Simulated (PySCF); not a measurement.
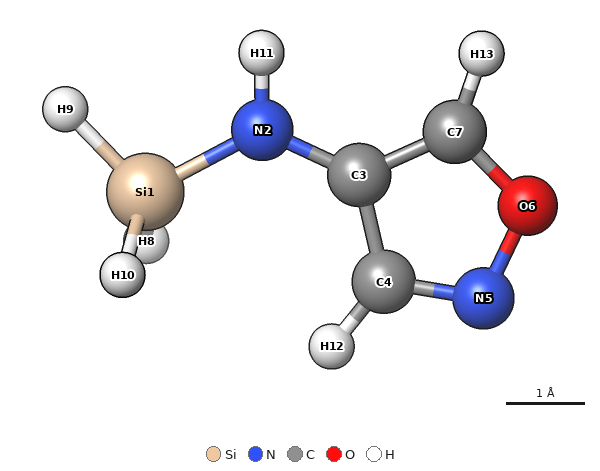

Figure 1. The input geometry (ball-and-stick view, seen at a tilt; atoms are numbered from 1 in the order of the input).

X-ray absorption calculation of C3H6N2OSi

- system: C3H6N2OSi
- method: core-valence-separated TDA BHandHLYP/aug-pcX-1 H:pcseg-1 Si:def2-SVPD, K edges, non-relativistic, gas phase (PySCF 2.14.0)

The geometry comes from this level: PBE0-D3(BJ)/def2-SVP. It belongs to a series of runs on one base structure; here: H on C replaced by NHSiH3.

### Output
```
coarse grid: 11816 points
cycle   1  E = -591.6766397530  dE =  1.322e+00  |g| = 4.426e-01  |ddm| = 5.703e+00
cycle   2  E = -591.6935473704  dE = -1.691e-02  |g| = 3.956e-01  |ddm| = 1.049e+00
cycle   3  E = -591.7191776594  dE = -2.563e-02  |g| = 1.216e-01  |ddm| = 4.533e-01
cycle   4  E = -591.7216472873  dE = -2.470e-03  |g| = 3.559e-02  |ddm| = 1.291e-01
cycle   5  E = -591.7218846207  dE = -2.373e-04  |g| = 1.317e-02  |ddm| = 5.718e-02
cycle   6  E = -591.7219273289  dE = -4.271e-05  |g| = 1.709e-03  |ddm| = 2.097e-02
cycle   7  E = -591.7219284974  dE = -1.169e-06  |g| = 9.227e-04  |ddm| = 3.784e-03
final grid: 110976 points
cycle   8  E = -591.7897474347  dE = -6.716e-05  |g| = 2.689e-03  |ddm| = 5.093e-02
cycle   9  E = -591.7897475895  dE = -1.547e-07  |g| = 2.217e-03  |ddm| = 5.806e-03
cycle  10  E = -591.7897484281  dE = -8.387e-07  |g| = 6.606e-04  |ddm| = 2.263e-03
cycle  11  E = -591.7897484928  dE = -6.463e-08  |g| = 2.756e-04  |ddm| = 8.780e-04
cycle  12  E = -591.7897485094  dE = -1.660e-08  |g| = 4.880e-05  |ddm| = 3.235e-04
cycle  13  E = -591.7897485100  dE = -6.171e-10  |g| = 1.801e-05  |ddm| = 8.543e-05
```

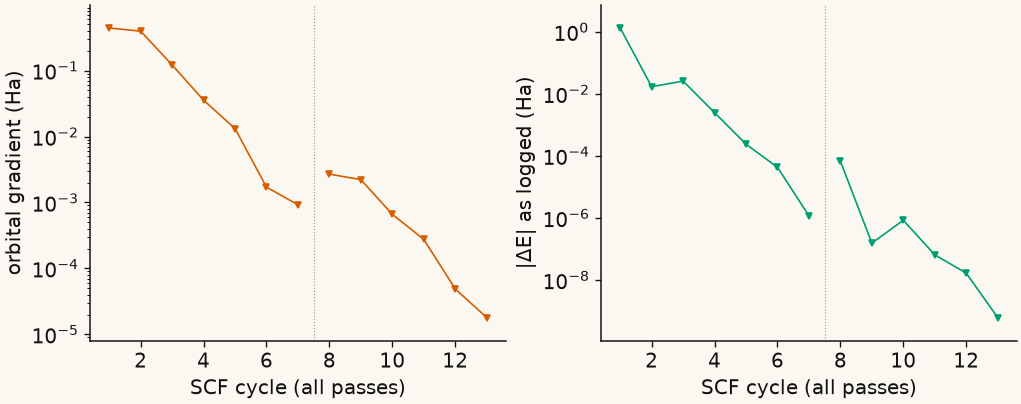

Figure 2. Convergence of the self-consistent field: orbital gradient and size of the energy change against the SCF cycle. The dotted line marks the change from a coarse to the final integration grid. The first 7 cycles use a coarse grid, the final grid takes over at cycle 8, and the field converges after 13 cycles in all.

```
converged SCF energy = -591.7897485100

C K edge
   eV          f      from atoms
  283.703   0.05533   C3
  284.381   0.05737   C6
  284.999   0.06140   C2
  286.845   0.01975   C3
  286.880   0.01437   C2
  287.212   0.01717   C6
  287.279   0.00385   C2
  287.438   0.00856   C3
  287.488   0.00174   C3
  287.713   0.01490   C6
  288.078   0.00377   C3
  288.234   0.00802   C2
  288.455   0.00033   C3
  288.477   0.00072   C2
  288.505   0.00644   C3
  288.544   0.00656   C6

N K edge
   eV          f      from atoms
  397.806   0.06042   N4
  399.653   0.00967   N1
  400.792   0.00270   N1
  400.824   0.02639   N1
  401.184   0.06855   N4
  401.592   0.01301   N1
  401.623   0.00735   N1
  401.946   0.00012   N1
  402.299   0.00512   N1
  402.386   0.00202   N1
  402.757   0.00175   N4
  402.929   0.00238   N1

O K edge
   eV          f      from atoms
  532.827   0.03108   O5
  535.549   0.04926   O5
  536.312   0.01392   O5
  536.348   0.00109   O5
  537.156   0.00056   O5
  537.183   0.00276   O5
  537.541   0.00061   O5
  537.906   0.00924   O5
```

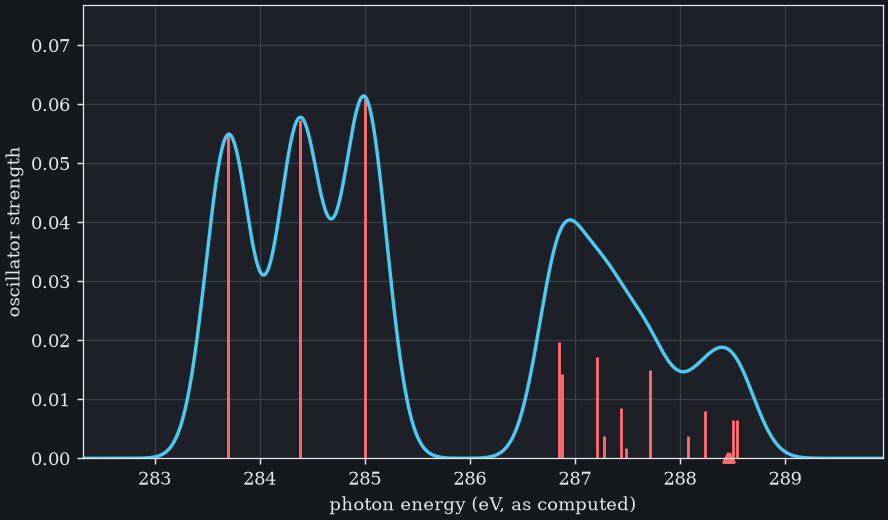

Figure 3. Core excitations at the C K edge, with a Gaussian envelope of 0.5 eV full width. The first lies at 283.70 eV, the strongest at 285.00 eV (f = 0.061).

This output came from the following input.

### The input
```
{"job": {"kind": "xas", "xc": "BHandHLYP", "basis": {"default": "aug-pcX-1", "H": "pcseg-1", "Si": "def2-SVPD"}}, "charge": 0, "multiplicity": 1}
Si    -1.844939    -0.060513     1.195139
N     -0.571276     0.773930     0.340108
C      0.758469     0.402382     0.285338
C      1.385021    -0.687654     0.964930
N      2.661784    -0.760024     0.690054
O      2.925666     0.253859    -0.159594
C      1.805020     0.951961    -0.405790
H     -1.982257    -1.474263     0.728821
H     -3.084972     0.710724     0.901466
H     -1.591554    -0.094321     2.668137
H     -0.807977     1.598148    -0.196679
H      0.939791    -1.417077     1.642700
H      1.896992     1.799736    -1.080026
```

The first line tells a small driver script what to run in PySCF; the rest is the geometry in Å.

Command:
```bash
OMP_NUM_THREADS=1 python <driver script> task.json out
```

### Results in brief

```csv
quantity,value
outcome,converged
total energy,−591.789749 hartree
HOMO,−7.40 eV
LUMO,0.27 eV
dipole moment,3.96 D
hardware,"1 CPU thread, shared host"
wall time,75 s
peak memory,1 GiB
```
